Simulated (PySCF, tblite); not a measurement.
# C3H7ClOSi2: geometry, infrared bands and NMR shifts

Aim: predict the infrared bands and NMR shifts of C3H7ClOSi2 (`O=C=C(Cl)[SiH2]C[SiH3]`).

Programs: tblite 0.8.0 and PySCF 2.14.0, with density-fitted response routines of our own. Each step states its level of theory. These are calculated values for one molecule in the gas phase, unless marked as measured. Atoms are numbered from 0 throughout.

**1. The starting structure**

14 atoms, charge 0, multiplicity 1; geometry from: force field or distance geometry start.

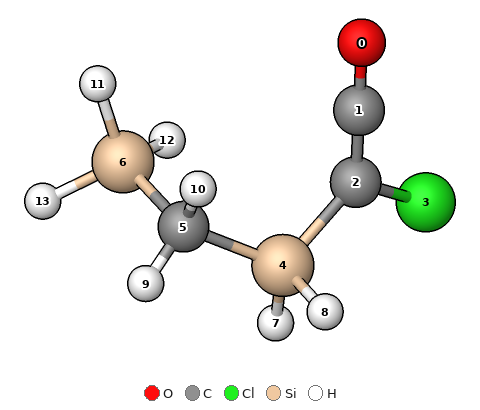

The starting geometry (oxygen red, carbon grey, chlorine green, silicon light orange, hydrogen white), atoms numbered; sticks join atoms by distance.

**2. Geometry optimisation with GFN2-xTB**

Job settings and geometry (Å):

```
{"job": {"kind": "relax", "xc": "GFN2-xTB", "basis": "xTB"}, "charge": 0, "multiplicity": 1}
O     -1.820600     2.664100     0.174400
C     -1.858300     1.450000     0.232400
C     -1.892400     0.144900     0.316700
Cl    -3.126100    -0.615700     1.308900
Si    -0.735600    -0.955200    -0.591000
C      0.928300    -0.212300    -0.858400
Si     1.837000     0.189100     0.702300
H     -0.737600    -2.258300     0.047000
H     -1.349900    -1.143400    -1.928400
H      1.521200    -0.977400    -1.429900
H      0.785400     0.721100    -1.439400
H      2.336600     1.583400     0.621300
H      1.045000     0.045000     1.928800
H      3.066500    -0.635700     0.893200
```

Launch:

```console
OMP_NUM_THREADS=1 python probes_run.py task.json out
```

One launch serves the whole session: the jobs run in the order shown.

**Question.** This job is followed by: GFN2-xTB harmonic vibrations, gas phase; GIAO PBE0/pcSseg-1 NMR shielding, non-relativistic, gas phase. Predict these results of the whole session: strongest single infrared mode (GFN2-xTB); zero-point energy (GFN2-xTB); ¹³C shifts against TMS (PBE0/pcSseg-1); ¹H shifts against TMS (PBE0/pcSseg-1, means over atoms taken as alike); ¹⁷O shifts against H2O (PBE0/pcSseg-1); ³⁵Cl shifts against HCl (PBE0/pcSseg-1); ²⁹Si shifts against TMS (PBE0/pcSseg-1).

The runs gave:

```
                                                              quantity                   value
                             strongest single infrared mode (GFN2-xTB)   2235 cm⁻¹, 556 km/mol
                                          zero-point energy (GFN2-xTB)           51.1 kcal/mol
                                ¹³C shifts against TMS (PBE0/pcSseg-1)  195.3, 30.5, -14.1 ppm
¹H shifts against TMS (PBE0/pcSseg-1, means over atoms taken as alike)   4.85, 4.01, -0.15 ppm
                                ¹⁷O shifts against H2O (PBE0/pcSseg-1)               382.8 ppm
                               ³⁵Cl shifts against HCl (PBE0/pcSseg-1)                  17 ppm
                               ²⁹Si shifts against TMS (PBE0/pcSseg-1)        -33.2, -73.5 ppm
```

**Reading.** Over 126 steps the energy fell by 0.460 eV; of the close pairs, C2–Si4 changed most, 1.836 to 1.900 Å. No mode is imaginary among the 36: a minimum at this level. The strongest single mode, at 2235 cm⁻¹, is spread over several atoms, C1, H7, O0, H13 among them. GFN2-xTB is a fitted tight-binding method: band positions and strengths are rough. Its intensities can rank the bands wrongly. At PBE0/pcSseg-1: The widest tensor belongs to O0: span 364 ppm, with a paramagnetic part of -449 ppm.
